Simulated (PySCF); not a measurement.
Dissociation curve of SMILES CO (CH4O), singlet. The C1–H6 bond (C1 also carries H, H, O; H6 carries nothing else) is varied alone, starting from the PBE0/def2-TZVP optimised geometry.

Computed with: UHF/cc-pVDZ (PySCF); RHF/cc-pVDZ (PySCF); RKS-B3LYP = restricted B3LYP/cc-pVDZ (PySCF).

Magnitude of the dipole moment (D; its direction can reverse along the curve, and a method can change to another solution) and Mulliken charge of the fragment that holds C1:

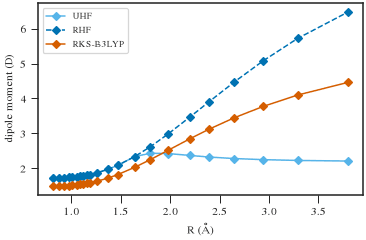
Figure: Dipole moment against bond length.

| R / Å | μ UHF | q UHF | μ RHF | q RHF | μ RKS-B3LYP | q RKS-B3LYP |
|---|---|---|---|---|---|---|
| 0.81 | 1.72 | 0.09 | 1.72 | 0.09 | 1.50 | 0.11 |
| 0.87 | 1.72 | 0.05 | 1.72 | 0.05 | 1.49 | 0.06 |
| 0.93 | 1.73 | 0.01 | 1.73 | 0.01 | 1.50 | 0.02 |
| 0.98 | 1.74 | -0.01 | 1.74 | -0.01 | 1.50 | 0.00 |
| 1.01 | 1.74 | -0.02 | 1.74 | -0.02 | 1.51 | -0.01 |
| 1.06 | 1.76 | -0.03 | 1.76 | -0.03 | 1.52 | -0.02 |
| 1.09 | 1.77 | -0.04 | 1.77 | -0.04 | 1.53 | -0.03 |
| 1.12 | 1.78 | -0.04 | 1.78 | -0.04 | 1.55 | -0.03 |
| 1.16 | 1.80 | -0.05 | 1.80 | -0.05 | 1.57 | -0.04 |
| 1.19 | 1.82 | -0.05 | 1.82 | -0.05 | 1.58 | -0.04 |
| 1.26 | 1.87 | -0.05 | 1.87 | -0.05 | 1.63 | -0.04 |
| 1.37 | 1.97 | -0.04 | 1.97 | -0.04 | 1.72 | -0.04 |
| 1.47 | 2.09 | -0.03 | 2.09 | -0.03 | 1.82 | -0.03 |
| 1.64 | 2.33 | 0.00 | 2.33 | 0.00 | 2.03 | 0.00 |
| 1.80 | 2.43 | 0.02 | 2.62 | 0.04 | 2.25 | 0.02 |
| 1.98 | 2.42 | 0.02 | 2.98 | 0.08 | 2.52 | 0.05 |
| 2.20 | 2.37 | 0.01 | 3.47 | 0.12 | 2.84 | 0.08 |
| 2.39 | 2.32 | 0.01 | 3.90 | 0.15 | 3.11 | 0.10 |
| 2.65 | 2.28 | 0.01 | 4.47 | 0.19 | 3.45 | 0.12 |
| 2.94 | 2.25 | 0.00 | 5.07 | 0.21 | 3.77 | 0.13 |
| 3.29 | 2.22 | 0.00 | 5.72 | 0.23 | 4.10 | 0.13 |
| 3.80 | 2.21 | 0.00 | 6.48 | 0.24 | 4.46 | 0.13 |

The unrestricted determinant behind UHF is spin-contaminated at 1.80 to 3.80 Å (<S²> up to 1.0, against 0.00 for a pure singlet). The restricted form behind RHF, RKS-B3LYP keeps the bonding electrons paired and can't separate into open-shell fragments. At the longest distance RKS-B3LYP leaves fractional charges on the fragments, a sign of delocalisation error or of the restricted form.
